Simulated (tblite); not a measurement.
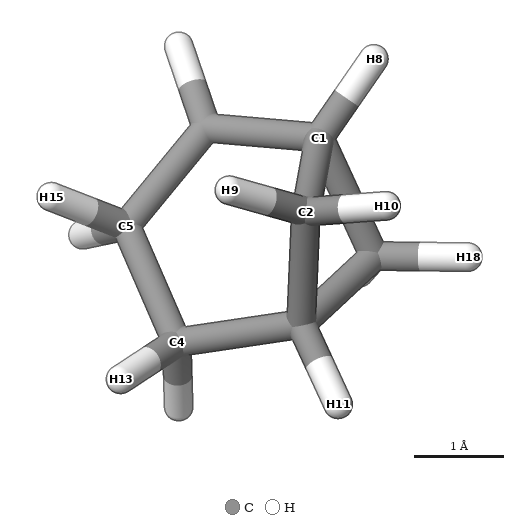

*The structure as given in the input (stick view, seen at a tilt; atoms are numbered from 1 in the order of the input).*

## C7H11 (charge +1): saddle-point search

- system: C7H11, charge +1
- method: GFN2-xTB saddle search (eigenvector following) and harmonic vibrations, gas phase (tblite 0.8.0)

## Input
```
{"job": {"xc": "GFN2-xTB", "basis": "xTB", "kind": "saddle"}, "charge": 1, "multiplicity": 1}
C     -0.217770    -1.046290     0.833295
C      1.101976    -0.975838    -0.003349
C      1.068321     0.552500     0.113516
C      0.137295     1.133384    -0.940742
C     -1.159215     0.316398    -1.016432
C     -1.301119    -0.714088    -0.022506
C      0.298870     0.335040     1.414992
H     -0.375884    -1.869056     1.522930
H      1.043012    -1.412084    -0.996541
H      1.918337    -1.417008     0.559606
H      2.015555     1.082089     0.161159
H     -0.101814     2.167604    -0.685856
H      0.635915     1.156357    -1.910160
H     -2.058296     0.947237    -1.041858
H     -1.235012    -0.204864    -1.987571
H     -2.251049    -1.234089     0.050591
H     -0.470583     1.050222     1.689863
H      0.951462     0.132487     2.259064
```

The first line tells a small driver script what to run in tblite; the rest is the geometry in Å.

Command:
```bash
OMP_NUM_THREADS=1 python <driver script> task.json out
```

## The program's output
```
step      E/eV     max force
  0    -547.16099   0.0397
  1    -547.15928   0.1160
  2    -547.16021   0.0320
  3    -547.15964   0.0539
  4    -547.15940   0.0908
  5    -547.15987   0.0453
  6    -547.15990   0.0059
  7    -547.15990   0.0000
lowest wavenumbers (cm-1): -179.6 141.5 357.2 395.3 490.0 585.3
```

## Trajectory as extended XYZ (Å, eV, eV/Å), 8 frames, from step=0 to step=7
```
18
Properties=species:S:1:pos:R:3:forces:R:3 step=0 energy=-547.16099
C    -0.2178   -1.0463    0.8333    0.0130  -0.0090  -0.0100
C     1.1020   -0.9758   -0.0033    0.0120   0.0020   0.0080
C     1.0683    0.5525    0.1135    0.0060   0.0050  -0.0030
C     0.1373    1.1334   -0.9407   -0.0020  -0.0090   0.0010
C    -1.1592    0.3164   -1.0164    0.0040   0.0110  -0.0050
C    -1.3011   -0.7141   -0.0225   -0.0170  -0.0050   0.0110
C     0.2989    0.3350    1.4150   -0.0110  -0.0030  -0.0050
H    -0.3759   -1.8691    1.5229    0.0050  -0.0110  -0.0120
H     1.0430   -1.4121   -0.9965    0.0130   0.0030  -0.0010
H     1.9183   -1.4170    0.5596    0.0130   0.0070   0.0040
H     2.0156    1.0821    0.1612   -0.0040   0.0050   0.0040
H    -0.1018    2.1676   -0.6859    0.0030  -0.0010  -0.0080
H     0.6359    1.1564   -1.9102    0.0040  -0.0130  -0.0030
H    -2.0583    0.9472   -1.0419   -0.0020   0.0030   0.0020
H    -1.2350   -0.2049   -1.9876   -0.0050   0.0010   0.0020
H    -2.2510   -1.2341    0.0506   -0.0070   0.0300   0.0250
H    -0.4706    1.0502    1.6899   -0.0100  -0.0060  -0.0050
H     0.9515    0.1325    2.2591   -0.0140  -0.0090  -0.0050
18
Properties=species:S:1:pos:R:3:forces:R:3 step=1 energy=-547.15928
C    -0.2210   -1.0398    0.8420   -0.0080   0.0030  -0.0160
C     1.1078   -0.9743    0.0064    0.0060  -0.0040  -0.0010
C     1.0704    0.5528    0.1139   -0.0080  -0.0030  -0.0040
C     0.1428    1.1243   -0.9491    0.0050   0.0150  -0.0060
C    -1.1635    0.3238   -1.0084   -0.0790  -0.0130  -0.0840
C    -1.2906   -0.7341   -0.0413   -0.0370  -0.0050  -0.0050
C     0.2947    0.3383    1.4141   -0.0110  -0.0020   0.0010
H    -0.3780   -1.8651    1.5289    0.0030  -0.0040  -0.0050
H     1.0569   -1.4207   -0.9825    0.0070   0.0020   0.0000
H     1.9175   -1.4113    0.5825    0.0030   0.0030  -0.0010
H     2.0154    1.0859    0.1628   -0.0020   0.0020   0.0030
H    -0.0745    2.1697   -0.7201    0.0030  -0.0180  -0.0090
H     0.6402    1.1136   -1.9204   -0.0090  -0.0070   0.0120
H    -2.0557    0.9711   -0.9553    0.0720  -0.0520   0.0050
H    -1.3090   -0.1396   -2.0038    0.0160   0.0450   0.1030
H    -2.2215   -1.2949   -0.0106    0.0490   0.0420   0.0120
H    -0.4780    1.0539    1.6793   -0.0030  -0.0010  -0.0020
H     0.9459    0.1464    2.2615   -0.0080  -0.0030  -0.0020
18
Properties=species:S:1:pos:R:3:forces:R:3 step=2 energy=-547.16021
C    -0.2195   -1.0433    0.8366    0.0100  -0.0090  -0.0050
C     1.1043   -0.9756    0.0009    0.0070   0.0020   0.0030
C     1.0692    0.5523    0.1130    0.0040   0.0030   0.0010
C     0.1391    1.1299   -0.9439   -0.0010  -0.0090   0.0010
C    -1.1612    0.3194   -1.0136    0.0210   0.0080   0.0180
C    -1.2970   -0.7221   -0.0305    0.0000   0.0010   0.0090
C     0.2973    0.3365    1.4142   -0.0060  -0.0020  -0.0040
H    -0.3775   -1.8670    1.5252    0.0050  -0.0090  -0.0090
H     1.0492   -1.4169   -0.9901    0.0090   0.0030  -0.0020
H     1.9177   -1.4143    0.5702    0.0090   0.0040   0.0010
H     2.0157    1.0831    0.1606   -0.0030   0.0040   0.0050
H    -0.0915    2.1680   -0.6981    0.0020   0.0040  -0.0070
H     0.6364    1.1404   -1.9143    0.0070  -0.0090  -0.0060
H    -2.0568    0.9559   -1.0067   -0.0170   0.0150   0.0010
H    -1.2639   -0.1777   -1.9931   -0.0080  -0.0110  -0.0230
H    -2.2383   -1.2587    0.0250   -0.0190   0.0150   0.0210
H    -0.4727    1.0525    1.6853   -0.0090  -0.0060  -0.0040
H     0.9495    0.1376    2.2593   -0.0100  -0.0050  -0.0010
18
Properties=species:S:1:pos:R:3:forces:R:3 step=3 energy=-547.15964
C    -0.2211   -1.0398    0.8415   -0.0020  -0.0010  -0.0100
C     1.1075   -0.9747    0.0061    0.0040  -0.0010  -0.0010
C     1.0703    0.5525    0.1134   -0.0040  -0.0010  -0.0010
C     0.1423    1.1248   -0.9487    0.0030   0.0060  -0.0040
C    -1.1633    0.3232   -1.0094   -0.0380  -0.0040  -0.0380
C    -1.2910   -0.7332   -0.0409   -0.0160  -0.0010  -0.0020
C     0.2947    0.3383    1.4138   -0.0070  -0.0010   0.0000
H    -0.3785   -1.8649    1.5286    0.0030  -0.0050  -0.0050
H     1.0567   -1.4212   -0.9827    0.0070   0.0020  -0.0010
H     1.9173   -1.4114    0.5823    0.0040   0.0020  -0.0010
H     2.0155    1.0853    0.1620   -0.0020   0.0020   0.0040
H    -0.0764    2.1691   -0.7176    0.0030  -0.0080  -0.0080
H     0.6392    1.1163   -1.9199   -0.0020  -0.0070   0.0050
H    -2.0547    0.9689   -0.9579    0.0340  -0.0230   0.0040
H    -1.3053   -0.1412   -2.0023    0.0060   0.0210   0.0490
H    -2.2217   -1.2919   -0.0084    0.0180   0.0240   0.0120
H    -0.4773    1.0544    1.6792   -0.0050  -0.0030  -0.0020
H     0.9459    0.1457    2.2609   -0.0070  -0.0020  -0.0010
18
Properties=species:S:1:pos:R:3:forces:R:3 step=4 energy=-547.15940
C    -0.2232   -1.0360    0.8462   -0.0100   0.0040  -0.0100
C     1.1100   -0.9738    0.0107    0.0010  -0.0030  -0.0030
C     1.0707    0.5526    0.1138   -0.0080  -0.0030  -0.0020
C     0.1456    1.1198   -0.9537    0.0060   0.0140  -0.0070
C    -1.1658    0.3275   -1.0047   -0.0670  -0.0060  -0.0610
C    -1.2844   -0.7442   -0.0518   -0.0260  -0.0040  -0.0070
C     0.2912    0.3404    1.4133   -0.0060   0.0000   0.0020
H    -0.3796   -1.8626    1.5317    0.0020  -0.0010  -0.0020
H     1.0635   -1.4251   -0.9761    0.0030   0.0010   0.0000
H     1.9161   -1.4091    0.5933    0.0000   0.0010  -0.0010
H     2.0148    1.0871    0.1638   -0.0010   0.0000   0.0020
H    -0.0602    2.1703   -0.7393    0.0020  -0.0170  -0.0060
H     0.6413    1.0899   -1.9257   -0.0090  -0.0020   0.0130
H    -2.0505    0.9807   -0.9058    0.0640  -0.0460   0.0030
H    -1.3455   -0.1026   -2.0072    0.0130   0.0320   0.0750
H    -2.2020   -1.3265   -0.0438    0.0410   0.0290   0.0060
H    -0.4829    1.0568    1.6724   -0.0010   0.0000  -0.0010
H     0.9411    0.1548    2.2629   -0.0040   0.0000  -0.0010
18
Properties=species:S:1:pos:R:3:forces:R:3 step=5 energy=-547.15987
C    -0.2247   -1.0337    0.8486   -0.0060   0.0050  -0.0010
C     1.1113   -0.9734    0.0129   -0.0010  -0.0010  -0.0020
C     1.0704    0.5525    0.1139   -0.0030  -0.0010  -0.0010
C     0.1476    1.1167   -0.9571    0.0020   0.0060  -0.0040
C    -1.1675    0.3300   -1.0019   -0.0300   0.0000  -0.0270
C    -1.2798   -0.7508   -0.0589   -0.0100   0.0000  -0.0030
C     0.2879    0.3419    1.4126   -0.0010   0.0000   0.0020
H    -0.3804   -1.8611    1.5332    0.0000   0.0010   0.0000
H     1.0674   -1.4271   -0.9728    0.0000   0.0000   0.0000
H     1.9149   -1.4081    0.5992   -0.0010   0.0000   0.0000
H     2.0140    1.0879    0.1654    0.0000   0.0000   0.0000
H    -0.0505    2.1704   -0.7536   -0.0010  -0.0070  -0.0010
H     0.6419    1.0729   -1.9292   -0.0050   0.0010   0.0070
H    -2.0450    0.9862   -0.8714    0.0370  -0.0260   0.0030
H    -1.3689   -0.0776   -2.0070    0.0020   0.0130   0.0270
H    -2.1876   -1.3464   -0.0652    0.0160   0.0090   0.0000
H    -0.4873    1.0587    1.6672    0.0010   0.0000   0.0000
H     0.9365    0.1610    2.2642   -0.0010   0.0010  -0.0010
18
Properties=species:S:1:pos:R:3:forces:R:3 step=6 energy=-547.15990
C    -0.2218   -1.0384    0.8433   -0.0010   0.0000  -0.0010
C     1.1146   -0.9727    0.0129    0.0000   0.0000  -0.0010
C     1.0697    0.5535    0.1148   -0.0010  -0.0010   0.0000
C     0.1487    1.1150   -0.9589    0.0010   0.0000   0.0000
C    -1.1674    0.3297   -1.0022   -0.0010   0.0000  -0.0010
C    -1.2812   -0.7485   -0.0567   -0.0020  -0.0020   0.0010
C     0.2851    0.3403    1.4111   -0.0010   0.0000   0.0000
H    -0.3776   -1.8658    1.5280    0.0000   0.0000   0.0000
H     1.0734   -1.4244   -0.9739    0.0000   0.0000   0.0000
H     1.9196   -1.4055    0.5988    0.0000   0.0000   0.0000
H     2.0119    1.0912    0.1688    0.0000   0.0000   0.0000
H    -0.0504    2.1689   -0.7585    0.0000   0.0000   0.0000
H     0.6445    1.0690   -1.9298    0.0000   0.0000   0.0000
H    -2.0426    0.9865   -0.8718    0.0000   0.0000   0.0000
H    -1.3693   -0.0791   -2.0054    0.0000   0.0000   0.0000
H    -2.1963   -1.3321   -0.0504    0.0050   0.0030   0.0010
H    -0.4925    1.0544    1.6659    0.0000   0.0000   0.0000
H     0.9317    0.1580    2.2639    0.0000   0.0000   0.0000
18
Properties=species:S:1:pos:R:3:forces:R:3 step=7 energy=-547.15990
C    -0.2219   -1.0383    0.8435    0.0000   0.0000   0.0000
C     1.1145   -0.9728    0.0129    0.0000   0.0000   0.0000
C     1.0697    0.5534    0.1148    0.0000   0.0000   0.0000
C     0.1487    1.1150   -0.9589    0.0000   0.0000   0.0000
C    -1.1674    0.3297   -1.0022    0.0000   0.0000   0.0000
C    -1.2810   -0.7486   -0.0568    0.0000   0.0000   0.0000
C     0.2850    0.3404    1.4112    0.0000   0.0000   0.0000
H    -0.3776   -1.8657    1.5281    0.0000   0.0000   0.0000
H     1.0733   -1.4245   -0.9739    0.0000   0.0000   0.0000
H     1.9194   -1.4056    0.5988    0.0000   0.0000   0.0000
H     2.0119    1.0911    0.1688    0.0000   0.0000   0.0000
H    -0.0503    2.1689   -0.7585    0.0000   0.0000   0.0000
H     0.6445    1.0689   -1.9298    0.0000   0.0000   0.0000
H    -2.0425    0.9866   -0.8713    0.0000   0.0000   0.0000
H    -1.3696   -0.0788   -2.0055    0.0000   0.0000   0.0000
H    -2.1957   -1.3326   -0.0509    0.0000   0.0000   0.0000
H    -0.4925    1.0545    1.6658    0.0000   0.0000   0.0000
H     0.9317    0.1582    2.2639    0.0000   0.0000   0.0000
```

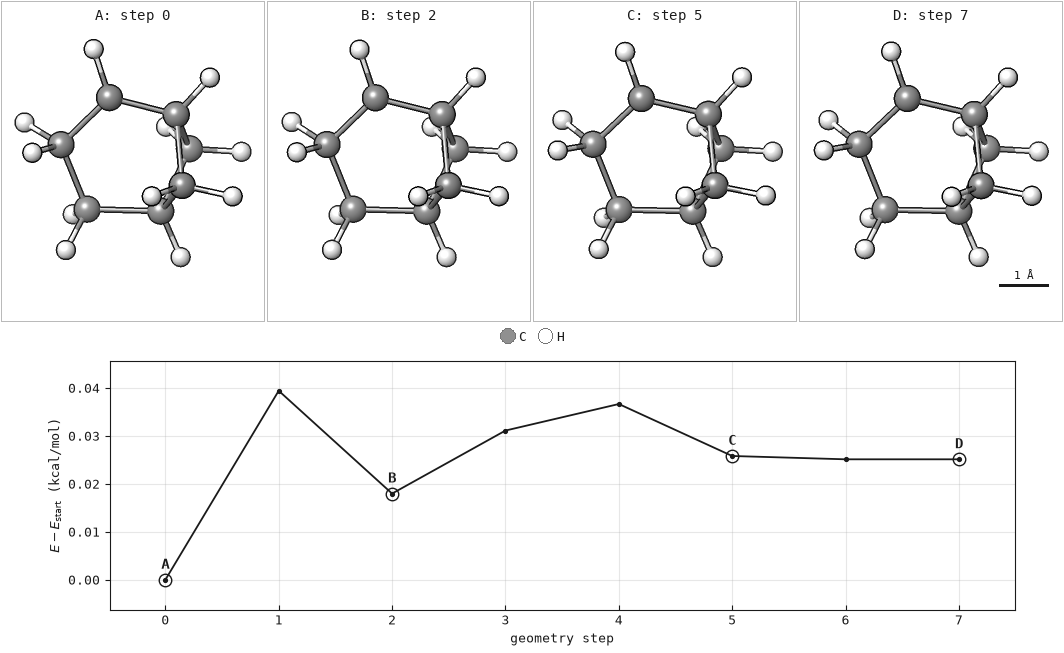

*Frames of the saddle-point search (ball-and-stick view, seen at a tilt) above the curves, on which the letters mark them (steps are counted from 0).*

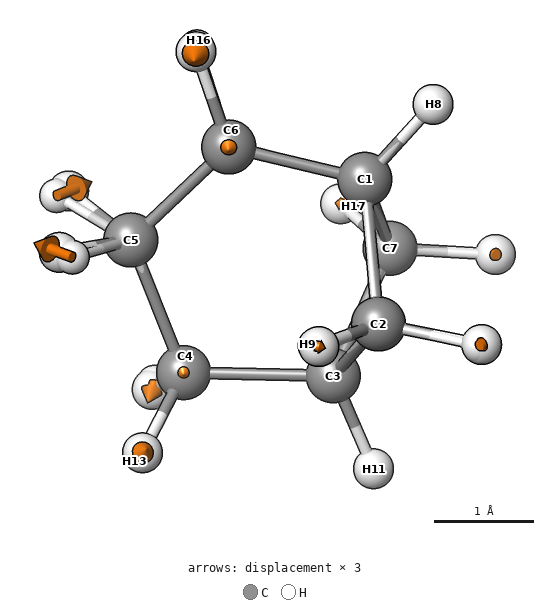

*Start (faint) and end (solid) with the displacements as orange arrows, magnified 3 times (ball-and-stick view, seen at a tilt). The two geometries are laid on each other by the best rigid fit.*

The largest move after the best rigid fit is that of H15, 0.19 Å. By element the largest moves are H 0.19 Å, C 0.05 Å. Among the contacts that change: C1–C2 1.564 → 1.575 Å, C1–C7 1.585 → 1.575 Å. Among the angles that change: C6–C5–H15 105.2° → 107.8°, C6–C5–H14 110.3° → 107.8°. After 7 geometry steps the energy has risen by 0.03 kcal/mol. The largest force component goes from 0.03 to under 0.0001 eV/Å. (Atoms are counted from 1 in the order of the input.)

## Summary

- outcome: converged
- total energy: −547.1599 eV
- point group: Cs
- hardware: 1 CPU thread, shared host
- wall time: 3.4 s
- peak memory: 0.2 GiB
